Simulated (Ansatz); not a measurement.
**SnSeO4: a trial structure relaxed**

Where does this trial cell of SnSeO4 go when cell and atoms are let free?

Program: Ansatz 0.2.0. Level of theory: DFT PBE, scalar-relativistic, plane waves, PAW. These are calculated values, not measurements.

2 further runs of the same task are left out: 1 that didn't finish, 1 set aside as unsound or not needed.

## 1. The starting structure

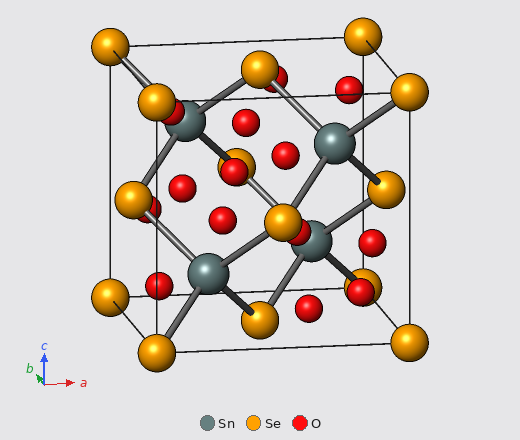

Start, viewed slightly off an axis; tin teal, selenium orange, oxygen red. Atoms on the faces are drawn again on the opposite ones. The cell drawn here is the conventional one.

Coordinates:

```cif
data_structure
_symmetry_space_group_name_H-M 'F-43m'
_symmetry_Int_Tables_number 216
_cell_length_a 7.1041
_cell_length_b 7.1041
_cell_length_c 7.1041
_cell_angle_alpha 90.000
_cell_angle_beta 90.000
_cell_angle_gamma 90.000
_cell_volume 358.53
loop_
_atom_site_label
_atom_site_type_symbol
_atom_site_symmetry_multiplicity
_atom_site_Wyckoff_symbol
_atom_site_fract_x
_atom_site_fract_y
_atom_site_fract_z
_atom_site_occupancy
Sn1 Sn 4 c 0.25000 0.25000 0.25000 1
Se1 Se 4 a 0.00000 0.00000 0.00000 1
O1 O 16 e 0.87569 0.37569 0.12431 1
```

Recipe of the guess: species swapped into a database cell of YbCu4Ni (F-43m, No. 216), with Se on the Yb sites, O on the Cu sites and Sn on the Ni sites. Lengths come from tabulated atomic sizes and are only a guess.

## 2. Probe: one point on a coarse mesh

input.yaml reads:

```yaml
crystal:
  lattice:
    - [0.0, 3.55202957, 3.55202957]
    - [3.55202957, 0.0, 3.55202957]
    - [3.55202957, 3.55202957, 0.0]
  atoms:
    - { symbol: Sn, position: [0.75, 0.75, 0.75] }
    - { symbol: Se, position: [0.0, 0.0, 0.0] }
    - { symbol: O, position: [0.87291601, 0.37569466, 0.37569466] }
    - { symbol: O, position: [0.37569466, 0.37569466, 0.37569466] }
    - { symbol: O, position: [0.37569466, 0.87291601, 0.37569466] }
    - { symbol: O, position: [0.37569466, 0.37569466, 0.87291601] }
basis:
  ecutwfc: 420
kpoints:
  mp_grid: { grid: [4, 4, 4] }
hamiltonian:
  xc: pbe
scf:
  occupations: { method: gaussian, width: 0.1 }
  lower_state_search: "off"
output:
  forces: true
  stress: true
  eigenvalues: true
```

Started as:

```bash
ansatz run input.yaml --threads 1 --pin off --max-ram 2048MiB --backend cpu --events-out ev --progress --plain --runs-dir out
```

Standard output (excerpt; [...] marks lines left out):

```text
Warning: RAYON_NUM_THREADS=1 ignored (pool sized by the plan → 1); use --threads N
[...]
Pseudopotentials: kind: paw
Pseudopotential: Sn, paw, valence charge 14, recommended cutoff 420 eV (normal), Sn.paw.azcp
Pseudopotential: Se, paw, valence charge 16, recommended cutoff 420 eV (normal), Se.paw.azcp
Pseudopotential: O, paw, valence charge 6, recommended cutoff 420 eV (normal), O.paw.azcp
Functional definition: PBE
[...]
Crystal: 6 atoms, lattice volume = 89.631 Å³
Basis set: ecut = 420 eV, 1807 PW (Γ), exchange–correlation on 72×72×72 points (8 copies of the dense FFT grid, shifted against one another)
Bands: 33, of which v1, the nominal top of the filled ones, is band 27 counted from 1 (26 counted from 0)
Symmetry: 24 space group operations
[...]
SCF converged after 8 iterations
Free energy (F): -13745.261022 eV
[...]
E sigma→0 (E₀):  -13745.245418 eV
Entropy (-TS):   -0.031208 eV (-5.201 meV/atom)
Fermi energy:    6.107764 eV
[...]
--- Forces (eV/Å), atoms counted from 1 ---
  atom   1  Sn    -0.00000000     0.00000000     0.00000000
  atom   2  Se     0.00000000    -0.00000000     0.00000000
  atom   3  O      0.08501626    -0.08501626    -0.08501626
  atom   4  O      0.08501626     0.08501626     0.08501626
  atom   5  O     -0.08501626     0.08501626    -0.08501626
  atom   6  O     -0.08501626    -0.08501626     0.08501626
[...]
--- Stress (GPa, compression-positive) ---
      -13.844564       0.000000       0.000000
        0.000000     -13.844564      -0.000000
        0.000000      -0.000000     -13.844564
  P = ⅓ Tr σ = -13.8446 GPa (-138.446 kbar)
--- Band table (eV; the first three rows and the last of 8) ---
[...]
```

Run time: 3.9 s. Hardware: 1 thread of Intel Xeon Platinum 8488C (Sapphire Rapids), shared host; peak memory 0.37 GiB.

The probe gives pressure -13.8 GPa, largest force 0.15 eV/Å, gap on this mesh none (metal). A guess like this is first relaxed loosely on the coarse mesh.

## 3. A loose first relaxation

Changes to input.yaml since step 2:

```diff
@@ -25 +25,6 @@
   eigenvalues: true
+relax:
+  adjacent_minimum: "off"
+  f_tol: 0.04
+  max_steps: 70
+  cell: { stress_tol: 0.4 }
```

Started as:

```bash
ansatz run input.yaml --threads 1 --pin off --max-ram 2048MiB --backend cpu --events-out ev --progress --plain --runs-dir out
```

Standard output:

```text
Warning: RAYON_NUM_THREADS=1 ignored (pool sized by the plan → 1); use --threads N
Engine: ansatz 0.2.0, x86_64-unknown-linux-gnu
[... 5 set-up lines as earlier in the session ...]
  parameter kappa = 0.804
  parameter beta = 0.06672455060314922
  exchange = pbe_x(kappa = kappa, mu = beta*pi^2/3)
  correlation = pbe_c(beta = beta)
Crystal: 6 atoms, lattice volume = 89.631 Å³
Basis set: ecut = 420 eV, 1807 PW (Γ), exchange–correlation on 72×72×72 points (8 copies of the dense FFT grid, shifted against one another)
Bands: 33, of which v1, the nominal top of the filled ones, is band 27 counted from 1 (26 counted from 0)
[... 1 set-up line as earlier in the session ...]
Space group: F-43m (ITA 216), of the structure as read, at distance tolerance 4.5e-5 Å
k-points: 8 of 64 (time reversal used)
Non-local potential: Sn, projectors of the file, l = 0: 2, l = 1: 2, l = 2: 2, l = 3: 2
Non-local potential: Se, projectors of the file, l = 0: 2, l = 1: 2, l = 2: 3, l = 3: 1
Non-local potential: O, projectors of the file, l = 0: 2, l = 1: 2, l = 2: 1
PAW form: soft (Blöchl's): semilocal exchange-correlation on the pseudo side does not see the compensation charge
PAW one-centre angular grid: Sn, 590 points (default); XC on 64 Gauss nodes
PAW one-centre angular grid: Se, 590 points (default); XC on 64 Gauss nodes
PAW one-centre angular grid: O, 110 points (default); XC on 64 Gauss nodes
Initial density: superposition of atomic densities (neutral atoms: chi_scale 0, normalization atom), corrected by the library's trained network
Initial wavefunctions: pseudopotential atomic-orbital guess
Functional: x = pbe(κ = 0.804, μ = 0.2195149727645171), c = pbe(β = 0.06672455060314922)
SCF iter   1: F=—  HF=-13745.283529 eV  |F-HF|=—  |Δ(HF+E_count)|=         —  Δρ=1.70e-2  dr2=1.26e-1  ethr=1.77e-3  ⟨swp⟩=6.2  Hψ=1066  notcnv=0
preconditioner: auto → Kerker (q_TF=auto, 2.507 Å⁻¹)  [metal: Δε(μ)=0.008 eV  Ē_g=11.314 eV  σ=0.100 eV  W_gap=0.04  n_scr=26 (ndim 8)  ℏωp=26.0 eV  f_vac=0.000  D(μ)=5.96/eV (n_scr^D=58)]
SCF iter   2: F=—  HF=-13745.264177 eV  |F-HF|=—  |Δ(HF+E_count)|=   1.94e-2  Δρ=6.07e-3  dr2=2.35e-2  ethr=2.34e-4  ⟨swp⟩=1.0  Hψ=328  notcnv=0
SCF iter   3: F=—  HF=-13745.261025 eV  |F-HF|=—  |Δ(HF+E_count)|=   3.15e-3  Δρ=9.59e-4  dr2=9.79e-4  ethr=4.35e-5  ⟨swp⟩=1.0  Hψ=262  notcnv=0
SCF iter   4: F=—  HF=-13745.261029 eV  |F-HF|=—  |Δ(HF+E_count)|=   3.17e-6  Δρ=1.93e-4  dr2=1.76e-5  ethr=1.81e-6  ⟨swp⟩=2.1  Hψ=342  notcnv=0
SCF iter   5: F=—  HF=-13745.261022 eV  |F-HF|=—  |Δ(HF+E_count)|=   7.09e-6  Δρ=7.09e-5  dr2=2.70e-6  ethr=3.26e-8  ⟨swp⟩=2.0  Hψ=471  notcnv=0
SCF iter   6: F=—  HF=-13745.261022 eV  |F-HF|=—  |Δ(HF+E_count)|=   3.64e-7  Δρ=2.58e-5  dr2=7.89e-7  ethr=4.99e-9  ⟨swp⟩=2.0  Hψ=454  notcnv=0
SCF iter   7: F=—  HF=-13745.261022 eV  |F-HF|=—  |Δ(HF+E_count)|=   2.73e-7  Δρ=1.44e-5  dr2=1.43e-7  ethr=1.46e-9  ⟨swp⟩=2.0  Hψ=428  notcnv=0
SCF iter   8: F=-13745.261022 eV  HF=-13745.261022 eV  |F-HF|=5.68e-9  |Δ(HF+E_count)|=   2.45e-8  Δρ=2.59e-6  dr2=1.02e-8  ethr=1.85e-10  ⟨swp⟩=6.2  Hψ=923  notcnv=0
SCF 1 converged in 8 iterations: F = -13745.261022 eV  dr2 = 1.02e-8
relax step   1: F+E_penalty+E_count = -13745.26102162 eV  Δ(F+E_penalty+E_count) = +0.000e0 eV  max|allowed force component| = 8.502e-2 eV/Å  Δτ_max = 0.0000 Å  P = -13.845 GPa  Ω = 89.631 Å³  (8 SCF iters, dr2 threshold 1.00e-7 eV, accepted)
Crystal: 6 atoms, lattice volume = 77.151 Å³
Basis set: ecut = 420 eV, 1459 PW (Γ), exchange–correlation on 72×72×72 points (8 copies of the dense FFT grid, shifted against one another)
Initial density: handed on by an earlier stage of this run
Initial wavefunctions: those handed on with the density
iter 1 solved again at ethr=1.12e-4 eV; its pass at ethr=3.10e-3 eV (dr2=6.07e-2 eV) is discarded
SCF iter   1: F=—  HF=-13746.189798 eV  |F-HF|=—  |Δ(HF+E_count)|=         —  Δρ=1.11e-2  dr2=5.92e-2  ethr=1.12e-4  ⟨swp⟩=1.0  Hψ=1276  notcnv=0
preconditioner: auto → Kerker (q_TF=auto, 2.571 Å⁻¹)  [metal: Δε(μ)=0.011 eV  Ē_g=11.972 eV  σ=0.100 eV  W_gap=0.06  n_scr=14 (ndim 8)  ℏωp=28.0 eV  f_vac=0.000  D(μ)=6.00/eV (n_scr^D=64)]
SCF iter   2: F=—  HF=-13746.178780 eV  |F-HF|=—  |Δ(HF+E_count)|=   1.10e-2  Δρ=5.09e-3  dr2=2.11e-2  ethr=1.10e-4  ⟨swp⟩=1.0  Hψ=264  notcnv=0
SCF iter   3: F=—  HF=-13746.173008 eV  |F-HF|=—  |Δ(HF+E_count)|=   5.77e-3  Δρ=1.31e-3  dr2=1.64e-3  ethr=3.90e-5  ⟨swp⟩=1.8  Hψ=364  notcnv=0
SCF iter   4: F=—  HF=-13746.172693 eV  |F-HF|=—  |Δ(HF+E_count)|=   3.16e-4  Δρ=3.13e-4  dr2=1.02e-4  ethr=3.03e-6  ⟨swp⟩=2.2  Hψ=445  notcnv=0
SCF iter   5: F=—  HF=-13746.172667 eV  |F-HF|=—  |Δ(HF+E_count)|=   2.58e-5  Δρ=1.43e-4  dr2=1.53e-5  ethr=1.89e-7  ⟨swp⟩=2.0  Hψ=466  notcnv=0
SCF iter   6: F=—  HF=-13746.172668 eV  |F-HF|=—  |Δ(HF+E_count)|=   1.22e-6  Δρ=3.36e-5  dr2=9.99e-7  ethr=2.84e-8  ⟨swp⟩=2.0  Hψ=474  notcnv=0
SCF iter   7: F=-13746.172668 eV  HF=-13746.172668 eV  |F-HF|=2.96e-8  |Δ(HF+E_count)|=   4.80e-8  Δρ=7.40e-6  dr2=7.00e-8  ethr=1.11e-9  ⟨swp⟩=6.0  Hψ=1061  notcnv=0
SCF 2 converged in 7 iterations: F = -13746.172668 eV  dr2 = 7.00e-8
relax step   2: F+E_penalty+E_count = -13746.17266798 eV  Δ(F+E_penalty+E_count) = -9.116e-1 eV  max|allowed force component| = 1.048e-1 eV/Å  Δτ_max = 0.0099 Å  P = -7.131 GPa  Ω = 77.151 Å³  energy of the carried Pulay correction = +4.932e-2 eV  (7 SCF iters, dr2 threshold 6.00e-7 eV, accepted)
Crystal: 6 atoms, lattice volume = 67.069 Å³
Basis set: ecut = 420 eV, 1363 PW (Γ), exchange–correlation on 72×72×72 points (8 copies of the dense FFT grid, shifted against one another)
iter 1 solved again at ethr=1.13e-4 eV; its pass at ethr=3.10e-3 eV (dr2=6.08e-2 eV) is discarded
SCF iter   1: F=—  HF=-13746.319746 eV  |F-HF|=—  |Δ(HF+E_count)|=         —  Δρ=1.38e-2  dr2=5.95e-2  ethr=1.13e-4  ⟨swp⟩=1.0  Hψ=1280  notcnv=0
preconditioner: auto → none  [insulator: Δε(μ)=0.148 eV  Ē_g=12.702 eV  σ=0.100 eV  W_gap=0.59  n_scr=14 (ndim 8)  ℏωp=30.1 eV  f_vac=0.000  D(μ)=6.41/eV (n_scr^D=64)  ε∞_Penn≈6.6]
SCF iter   2: F=—  HF=-13746.302736 eV  |F-HF|=—  |Δ(HF+E_count)|=   1.70e-2  Δρ=4.69e-3  dr2=4.66e-3  ethr=1.10e-4  ⟨swp⟩=2.1  Hψ=404  notcnv=0
SCF iter   3: F=—  HF=-13746.302701 eV  |F-HF|=—  |Δ(HF+E_count)|=   3.52e-5  Δρ=1.28e-3  dr2=2.58e-4  ethr=8.63e-6  ⟨swp⟩=2.4  Hψ=401  notcnv=0
SCF iter   4: F=—  HF=-13746.302795 eV  |F-HF|=—  |Δ(HF+E_count)|=   9.43e-5  Δρ=1.44e-4  dr2=1.81e-5  ethr=4.79e-7  ⟨swp⟩=2.8  Hψ=441  notcnv=0
iter 5 did not close the SCF: its close was put off for the readings that it lacked (scf_convergence_deferred on its scf_iter line)
SCF iter   5: F=-13746.302790 eV  HF=-13746.302791 eV  |F-HF|=3.16e-7  |Δ(HF+E_count)|=   4.81e-6  Δρ=3.33e-5  dr2=5.54e-7  ethr=3.36e-8  ⟨swp⟩=2.0  Hψ=478  notcnv=0
SCF iter   6: F=-13746.302791 eV  HF=-13746.302791 eV  |F-HF|=1.32e-8  |Δ(HF+E_count)|=   1.27e-8  Δρ=5.95e-6  dr2=2.10e-8  ethr=1.03e-9  ⟨swp⟩=3.0  Hψ=847  notcnv=0
SCF 3 converged in 6 iterations: F = -13746.302791 eV  dr2 = 2.10e-8
relax step   3: F+E_penalty+E_count = -13746.30279056 eV  Δ(F+E_penalty+E_count) = -1.301e-1 eV  max|allowed force component| = 5.411e-2 eV/Å  Δτ_max = 0.0338 Å  P = +7.013 GPa  Ω = 67.069 Å³  energy of the carried Pulay correction = +9.492e-2 eV  (6 SCF iters, dr2 threshold 6.00e-7 eV, accepted)
[... 11 lines left out ...]
relax step   4: F+E_penalty+E_count = -13746.35870797 eV  Δ(F+E_penalty+E_count) = -5.592e-2 eV  max|allowed force component| = 3.653e-2 eV/Å  Δτ_max = 0.0098 Å  P = -1.152 GPa  Ω = 71.733 Å³  energy of the carried Pulay correction = +7.312e-2 eV  (6 SCF iters, dr2 threshold 6.00e-7 eV, accepted)
[... 11 lines left out ...]
relax step   5: F+E_penalty+E_count = -13746.36520316 eV  Δ(F+E_penalty+E_count) = -6.495e-3 eV  max|allowed force component| = 1.790e-2 eV/Å  Δτ_max = 0.0147 Å  P = -0.007 GPa  Ω = 71.057 Å³  energy of the carried Pulay correction = +7.620e-2 eV  (6 SCF iters, dr2 threshold 6.00e-7 eV, accepted)
[... 11 lines left out ...]
relax step   6: F+E_penalty+E_count = -13746.33864433 eV  Δ(F+E_penalty+E_count) = +2.656e-2 eV  max|allowed force component| = 1.821e-2 eV/Å  Δτ_max = 0.0000 Å  P = -0.729 GPa  Ω = 71.057 Å³  stress off target by 7.29e-1 GPa  SCF on the basis re-selected at this cell (its energy is not comparable with the rows above)  (6 SCF iters)
[... 13 lines left out ...]
relax step   7: F+E_penalty+E_count = -13746.34281227 eV  Δ(F+E_penalty+E_count) = -4.168e-3 eV  max|allowed force component| = 2.874e-4 eV/Å  Δτ_max = 0.0073 Å  P = +0.048 GPa  Ω = 70.512 Å³  energy of the carried Pulay correction = +2.550e-3 eV  (6 SCF iters, dr2 threshold 6.00e-7 eV, accepted)
iter 1 solved again at ethr=7.97e-8 eV; its pass at ethr=3.10e-3 eV (dr2=4.30e-5 eV) is discarded
SCF iter   1: F=—  HF=-13746.338522 eV  |F-HF|=—  |Δ(HF+E_count)|=         —  Δρ=1.18e-4  dr2=1.53e-6  ethr=7.97e-8  ⟨swp⟩=3.2  Hψ=1744  notcnv=0
preconditioner: auto → Kerker (q_TF=auto, 2.610 Å⁻¹)  [metal: Δε(μ)=0.122 eV  Ē_g=12.403 eV  σ=0.100 eV  W_gap=0.49  n_scr=14 (ndim 8)  ℏωp=29.3 eV  f_vac=0.000  D(μ)=6.30/eV (n_scr^D=64)]
SCF iter   2: F=—  HF=-13746.338517 eV  |F-HF|=—  |Δ(HF+E_count)|=   5.48e-6  Δρ=5.79e-5  dr2=2.96e-7  ethr=2.84e-9  ⟨swp⟩=2.0  Hψ=350  notcnv=0
SCF iter   3: F=—  HF=-13746.338517 eV  |F-HF|=—  |Δ(HF+E_count)|=   6.01e-7  Δρ=8.73e-6  dr2=1.73e-8  ethr=5.48e-10  ⟨swp⟩=2.0  Hψ=401  notcnv=0
iter 4 did not close the SCF: its close was put off for the readings that it lacked (scf_convergence_deferred on its scf_iter line)
SCF iter   4: F=-13746.338517 eV  HF=-13746.338517 eV  |F-HF|=1.11e-10  |Δ(HF+E_count)|=   1.40e-8  Δρ=4.55e-7  dr2=1.54e-10  ethr=3.21e-11  ⟨swp⟩=2.1  Hψ=356  notcnv=0
iter 5 did not close the SCF: its close was put off for the readings that it lacked (scf_convergence_deferred on its scf_iter line)
SCF iter   5: F=-13746.338517 eV  HF=-13746.338517 eV  |F-HF|=4.37e-11  |Δ(HF+E_count)|=  3.46e-11  Δρ=1.79e-7  dr2=4.27e-11  ethr=1.00e-12  ⟨swp⟩=1.1  Hψ=265  notcnv=0
SCF iter   6: F=-13746.338517 eV  HF=-13746.338517 eV  |F-HF|=5.46e-12  |Δ(HF+E_count)|=  7.28e-12  Δρ=4.39e-8  dr2=1.57e-12  ethr=1.00e-12  ⟨swp⟩=2.6  Hψ=762  notcnv=0
SCF 8 converged in 6 iterations: F = -13746.338517 eV  dr2 = 1.57e-12
relax step   8: F+E_penalty+E_count = -13746.33851744 eV  Δ(F+E_penalty+E_count) = +4.295e-3 eV  max|allowed force component| = 4.521e-4 eV/Å  Δτ_max = 0.0000 Å  P = -0.003 GPa  Ω = 70.512 Å³  stress off target by 3.37e-3 GPa  SCF on the basis re-selected at this cell (its energy is not comparable with the rows above)  (6 SCF iters)
basis re-selected at this cell: Δ(F+E_penalty+E_count) = +4.295e-3 eV, ΔP = -0.051 GPa vs the last step (what re-selecting the basis moved, of the pressure what is left beyond the Pulay correction that the steps carried, after the strain that the cell walked since its last selection, with what the two solves' SCF thresholds leave and, on support functions, any second-order correction that the steps lacked; it is no measure of the basis error at this ecutwfc). This SCF's stress stands 3.37e-3 GPa from its target on what of the cell is left free (relax.cell.stress_tol is 4.00e-1 GPa) and its largest allowed force component is 4.52e-4 eV/Å (relax.f_tol is 4.00e-2 eV/Å): within both
SCF converged after 6 iterations
Free energy (F): -13746.338517 eV
Harris-Foulkes:  -13746.338517 eV  (|F-HF|=5.46e-12)
Internal energy: -13746.306997 eV  (E = F + TS)
E sigma→0 (E₀):  -13746.322757 eV
Entropy (-TS):   -0.031520 eV (-5.253 meV/atom)
Fermi energy:    9.925976 eV
--- Per-component energies (eV) ---
  E_band       = -402.892621
  E_kinetic    = 979.378888
  E_local      = -3600.944974  (includes V_loc(G=0)·N_el)
  E_nonlocal   = -430.613623
  E_hartree    = 1742.279116
  E_xc         = -773.443717
  E_vxc        = -559.674394  (∫ρ·V_xc dr)
  E_paw        = -6675.520531  (= ΣΔE_a)
  E_vpaw       = -275.605034  (= ΣTr[D̂ρ^β])
  E_aug_tail   = 0.008265  (compensation charges beyond the density's cutoff)
  E_ewald      = -4987.450421
  E_smearing   = -0.031520  (= −TS)
  E_closure    = 0.000000  (closes the sum)
  Σ components = -13746.338517   (vs F -13746.338517, Δ=0.00e0)
--- Forces (eV/Å), atoms counted from 1 ---
  atom   1  Sn     0.00000000     0.00000000    -0.00000000
  atom   2  Se     0.00000000     0.00000000     0.00000000
  atom   3  O     -0.00045208     0.00045208     0.00045208
  atom   4  O     -0.00045208    -0.00045208    -0.00045208
  atom   5  O      0.00045208    -0.00045208     0.00045208
  atom   6  O      0.00045208     0.00045208    -0.00045208
  max |Σ_I F_I| component: 1.12e-16 eV/Å
--- Stress (GPa, compression-positive) ---
       -0.003369       0.000000       0.000000
       -0.000000      -0.003369       0.000000
        0.000000       0.000000      -0.003369
  P = ⅓ Tr σ = -0.0034 GPa (-0.034 kbar)
--- Band table (eV; the first three rows and the last of 8) ---
  k-point 0: bands = ["-39.0702", "-39.0702", "-39.0702", "-39.0677", "-39.0677", "-11.4775", "-11.4775", "-11.4775", "-11.4384", "-11.4384", "-9.5738", "-6.2579", "-6.2579", "-6.2579", "-3.0101", "3.9027", "4.6405", "4.6405", "4.6405", "6.4836", "6.4836", "6.5328", "7.7675", "7.7675", "7.7675", "9.8880", "9.8880", "9.8880", "10.6654", "10.6654", "10.6654", "15.8516", "15.8516"]
  k-point 1: bands = ["-39.0702", "-39.0702", "-39.0702", "-39.0677", "-39.0677", "-11.4856", "-11.4730", "-11.4730", "-11.4412", "-11.4412", "-9.2393", "-6.7336", "-6.2728", "-6.2728", "-3.1390", "3.7561", "4.6453", "4.6465", "4.6465", "6.0663", "6.0663", "6.3570", "8.9156", "8.9156", "9.3617", "9.3935", "9.3935", "9.9032", "10.6567", "10.6567", "10.7311", "14.7886", "15.7898"]
  k-point 2: bands = ["-39.0702", "-39.0702", "-39.0702", "-39.0677", "-39.0677", "-11.4949", "-11.4704", "-11.4704", "-11.4420", "-11.4420", "-8.6891", "-7.4269", "-6.2871", "-6.2871", "-3.2437", "3.0322", "4.3616", "4.3616", "5.3838", "6.8484", "6.8484", "7.9687", "7.9687", "7.9860", "8.4545", "9.9176", "10.0397", "10.0397", "10.1763", "10.7282", "10.7282", "15.7805", "15.7805"]
  k-point 7: bands = ["-39.0702", "-39.0702", "-39.0701", "-39.0677", "-39.0677", "-11.4861", "-11.4789", "-11.4634", "-11.4567", "-11.4412", "-8.2044", "-7.6310", "-6.5163", "-6.4238", "-3.3617", "1.9047", "4.8379", "5.1943", "6.7094", "6.8369", "6.8913", "7.2925", "7.4753", "8.8431", "8.8873", "9.2337", "9.8942", "10.1363", "10.1668", "10.3078", "10.9205", "15.3747", "15.6966"]
--- Relaxed structure (6 steps of the walk, 6 accepted, 2 SCFs on fresh bases) ---
  F+E_penalty+E_count = -13746.33851744 eV   max|allowed force component| = 4.521e-4 eV/Å   (the final SCF, on the basis selected at the relaxed cell)
  cell:  # Å, volume = 70.5123 Å³
    - [-1.4447157571173086e-32, 3.279026349930207, 3.2790263499302075]
    - [3.279026349930207, -1.913400209140887e-32, 3.2790263499302075]
    - [3.279026349930207, 3.279026349930207, -6.828682181887177e-33]
  atoms:
    - { symbol: Sn, position: [0.7499999999999999, 0.7499999999999999, 0.7499999999999999] }
    - { symbol: Se, position: [2.118296318020129e-17, 2.0531796125126432e-17, 2.073528582983733e-17] }
    - { symbol: O, position: [0.8628148377428528, 0.37906172075238226, 0.3790617207523822] }
    - { symbol: O, position: [0.37906172075238226, 0.37906172075238226, 0.37906172075238226] }
    - { symbol: O, position: [0.37906172075238226, 0.8628148377428528, 0.3790617207523822] }
    - { symbol: O, position: [0.37906172075238226, 0.37906172075238226, 0.8628148377428528] }
```

Wall time 28 s (1 thread of Intel Xeon Platinum 8488C (Sapphire Rapids), shared host); peak memory 0.4 GiB.

Relaxation path:

| step | energy from step 1 (eV/cell) | largest force component (eV/Å) | pressure (GPa) | volume (Å³) |
| --- | --- | --- | --- | --- |
| 1 | 0.0000 | 0.0850 | -13.84 | 89.63 |
| 2 | -0.9116 | 0.1048 | -7.13 | 77.15 |
| 3 | -1.0418 | 0.0541 | 7.01 | 67.07 |
| 4 | -1.0977 | 0.0365 | -1.15 | 71.73 |
| 5 | -1.1042 | 0.0179 | -0.01 | 71.06 |
| 6 | -1.0776 | 0.0182 | -0.73 | 71.06 |
| 7 | -1.0818 | 0.0003 | 0.05 | 70.51 |
| 8 | -1.0775 | 0.0005 | 0.00 | 70.51 |

Step 1 is the start. Steps 6, 8 each repeat the geometry before them on a plane-wave basis chosen anew, so the energy can jump there without any move.

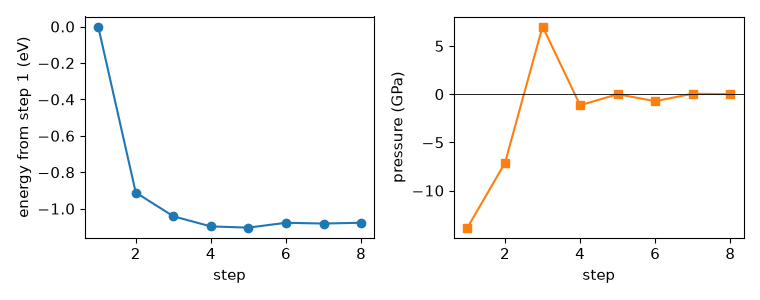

Energy and pressure along the relaxation.

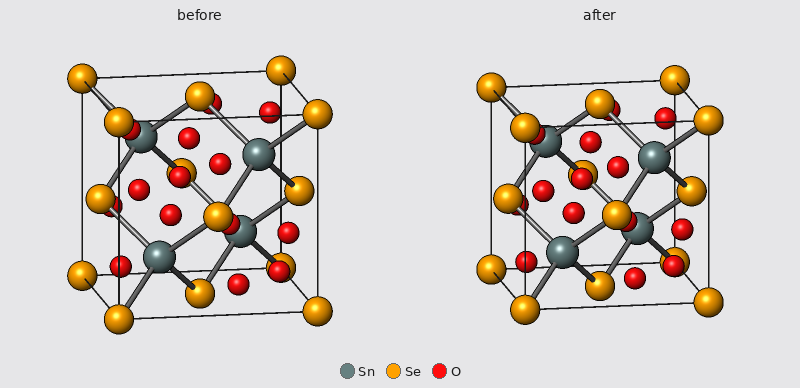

Before and after, at one scale.

Lengths and angles in the start's conventional setting:

|  | before | after | change |
| --- | --- | --- | --- |
| a (Å) | 7.104 | 6.558 | -7.7 % |
| b (Å) | 7.104 | 6.558 | -7.7 % |
| c (Å) | 7.104 | 6.558 | -7.7 % |
| volume (Å³/atom) | 14.94 | 11.75 | -21.3 % |
| shortest distance (Å) | 2.498 | 2.243 | -10.2 % |
| space group (0.01 Å) | F-43m | F-43m | same |

Forces and stress were held to the start's 24 operations: a distortion of lower symmetry was not tested.

[end of part 1 of 2]
